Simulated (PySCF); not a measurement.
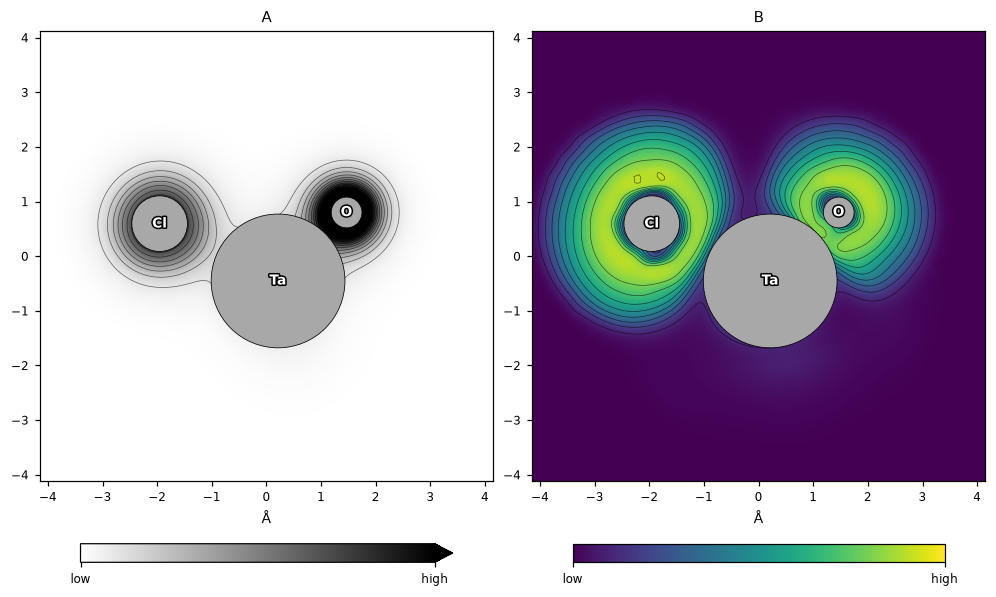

Cl2O2Ta (charge −1): 2 fields on the plane of atoms O3, Ta1 and Cl4, with unlabelled colour scales. Grey discs cover the atomic cores.

Core potentials replace the inner electrons of Ta.

Computed with RKS BP86, Ta def2-SVP with ECP60, O def2-SVP, Cl def2-SVP; non-relativistic Hamiltonian with scalar-relativistic core potentials where named; density fitting in PySCF.

Input

```
mol = gto.M(atom='''
Ta     0.00000    -0.00000     0.16106
O      1.00430     1.00430     1.22256
O     -1.00430    -1.00430     1.22256
Cl     1.42150    -1.42150    -1.16400
Cl    -1.42150     1.42150    -1.16400''',
    basis={'Ta': 'def2-SVP', 'O': 'def2-SVP', 'Cl': 'def2-SVP'},
    ecp={'Ta': 'def2-SVP'},
    charge=-1, spin=0)
mf = dft.RKS(mol, xc='B88,P86')
mf.grids.atom_grid = (75, 302)  # f atoms: at least (60, 302), unpruned
mf = mf.density_fit()  # Ta def2-universal-JKFIT, O def2-universal-JKFIT, Cl def2-universal-JKFIT
mf.conv_tol = 1e-09; mf.max_cycle = 55
mf.kernel(dm0)
```

Launched as:

```sh
OMP_NUM_THREADS=2 python run.py
```

Which field does each panel show? The fields are: electron density and electron localisation function.

Panel A: electron density. Panel B: electron localisation function. From the grid: Ta–O (1.77 Å): ρ at the midpoint is about 1.5 e/Å³; the ELF peaks at about 0.80 in the valence shell of O, 0.5 Å from its nucleus, and drops to about 0.35 between the two atoms. Ta–Cl (2.41 Å): the density is about 0.51 e/Å³ at the midpoint; the ELF peaks at about 0.85 in the valence shell of Cl, 0.8 Å from its nucleus, and is about 0.35 at the midpoint.
